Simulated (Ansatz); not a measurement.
# SnHBrOF2 (SMILES [OH][Sn]([F])([F])[Br]): B3LYP/def2-SVP (core potential)

Aim: the energy change on altering one bond length of SnHBrOF2 at B3LYP/def2-SVP (core potential), from 2 runs. 

The calculation is run with Ansatz 0.2.0.

84 further runs of the same task are left out: 2 that didn't finish, 82 set aside as unsound or not needed. Runs told in other sessions of the task aren't counted.

**1. The molecule**

SnHBrOF2: 6 atoms, total charge 0, spin state singlet. SMILES: `[OH][Sn]([F])([F])[Br]`. The coordinates come from a PBE0-D4/def2-TZVP relaxation. This is one conformer, not always the lowest.

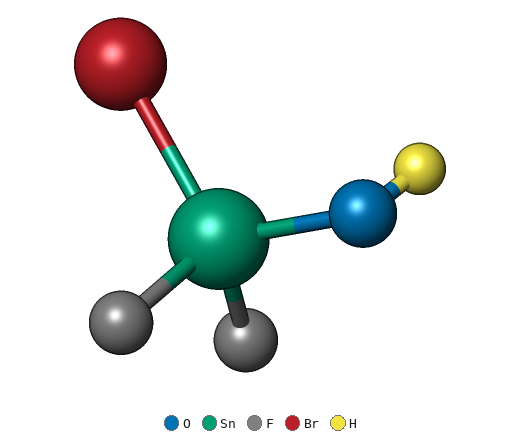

Viewed from a chosen angle; oxygen blue, tin teal, fluorine grey, bromine red, hydrogen yellow.

**2. The energy at B3LYP/def2-SVP (core potential)**

The input, run.yaml:

```yaml
crystal:
  periodic: [false, false, false]
  atoms:
    - symbol: O
      position_ang: [-0.508100, 0.063600, 1.499700]
    - symbol: Sn
      position_ang: [-0.078900, -0.013200, -0.374900]
    - symbol: F
      position_ang: [-1.653500, 0.495100, -1.280000]
    - symbol: F
      position_ang: [0.253500, -1.809000, -0.879000]
    - symbol: Br
      position_ang: [1.795600, 1.350200, -1.085700]
    - symbol: H
      position_ang: [0.233500, -0.150700, 2.073700]
basis:
  gaussian:
    orbitals: def2-SVP
hamiltonian:
  xc: {name: B3LYP}
output:
  orbitals: {seedname: orbitals}
accuracy: high
```

On the command line:

```
$ ansatz run run.yaml --threads 1 --pin off --max-ram 2610MiB --events-out events.jsonl --progress --plain --runs-dir runs
```

Standard output:

```text
Warning: RAYON_NUM_THREADS=1 ignored (pool sized by the plan → 1); use --threads N
Functional definition: B3LYP
  name "B3LYP"
  parameter a0 = 0.2
  parameter ax = 0.72
  parameter ac = 0.81
  exchange = (1 - a0 - ax)*slater_x + ax*b88_x + a0*exact_x
  correlation = (1 - ac)*vwn_rpa_c + ac*lyp_c
2159 factors; integrals over basis functions are off by at most 1.1e-8 eV
mean field evaluation 1: about -83356.7123 eV, gradient 7.1e1 eV
mean field evaluation 2: about -83324.2410 eV, gradient 1.5e2 eV
mean field evaluation 4: about -83365.1968 eV, gradient 1.2e1 eV
mean field evaluation 8: about -83365.5495 eV, gradient 8.9e-1 eV
mean field evaluation 16: about -83365.5508 eV, gradient 4.3e-4 eV
mean field -83365.55078188 eV, -3063.6274840341 hartree, gradient 6.4e-8 eV, S^2 0.000000; 0 other end points of the search recorded, 0 dependent functions left out
reference -83365.55082189 eV, -3063.6274855047 hartree; 42, 42 occupied and 63, 63 virtual orbitals, 2159 factors
Total energy: -83365.55082189 eV, -3063.6274855047 hartree
```

It took 17 s on 1 thread of Arm Neoverse V2, shared host; peak memory 0.43 GiB.

**3. The distorted shape**

The input, input.yaml:

```yaml
crystal:
  periodic: [false, false, false]
  atoms:
    - {symbol: O, position_ang: [-1.101356, 0.235033, 1.040519]}
    - {symbol: Sn, position_ang: [-0.672156, 0.158233, -0.834081]}
    - {symbol: F, position_ang: [-2.246756, 0.666533, -1.739181]}
    - {symbol: F, position_ang: [-0.339756, -1.637567, -1.338181]}
    - {symbol: Br, position_ang: [1.202344, 1.521633, -1.544881]}
    - {symbol: H, position_ang: [0.233500, -0.150700, 2.073700]}
basis:
  gaussian: {orbitals: def2-SVP}
hamiltonian: {xc: {name: B3LYP}}
accuracy: high
output: {orbitals: {seedname: orbitals}}
```

On the command line:

```
$ ansatz run input.yaml --threads 1 --pin off --max-ram 2610MiB --events-out events.jsonl --progress --plain --runs-dir runs
```

Standard output, cut to the lines that bear on the results:

```text
Warning: RAYON_NUM_THREADS=1 ignored (pool sized by the plan → 1); use --threads N
[... 7 set-up lines as earlier in the session ...]
2158 factors; integrals over basis functions are off by at most 1.1e-8 eV
mean field evaluation 1: about -83350.1428 eV, gradient 7.6e1 eV
mean field evaluation 2: about -83273.9523 eV, gradient 1.8e2 eV
mean field evaluation 4: about -83360.9577 eV, gradient 1.9e1 eV
mean field evaluation 8: about -83361.6444 eV, gradient 1.1e0 eV
mean field evaluation 16: about -83361.7305 eV, gradient 3.9e-4 eV
mean field -83361.73047968 eV, -3063.4870905180 hartree, gradient 8.8e-8 eV, S^2 0.000000; 0 other end points of the search recorded, 0 dependent functions left out
reference -83361.73052193 eV, -3063.4870920704 hartree; 42, 42 occupied and 63, 63 virtual orbitals, 2158 factors
Total energy: -83361.73052193 eV, -3063.4870920704 hartree
```

Wall time 15 s (1 thread of Arm Neoverse V2, shared host); peak memory 0.43 GiB.

**4. Summary of results**

At B3LYP/def2-SVP (core potential):

| quantity | value |
| --- | --- |
| first shape: total energy | -3063.62749 Eh |
| first shape: HOMO energy | -9.04 eV |
| first shape: LUMO energy | -3.05 eV |
| first shape: HOMO–LUMO gap | 5.99 eV |
| distorted shape: total energy | -3063.48709 Eh |
| distorted shape: HOMO energy | -8.88 eV |
| distorted shape: LUMO energy | -4.90 eV |
| distorted shape: HOMO–LUMO gap | 3.98 eV |
| energy change with the O1–H6 bond stretched from 0.962 to 1.732 Å | 3.820 eV |

What this shows: One bond (distorted shape) is far stretched, which a spin-restricted single reference describes badly; a broken-symmetry solution may lie lower. With the O1–H6 bond stretched from 0.962 to 1.732 Å the energy rises by 3.82 eV (369 kJ/mol). The first shape isn't relaxed at this level, so the change isn't measured from a minimum. A restricted reference can't describe the breaking bond well at this length.
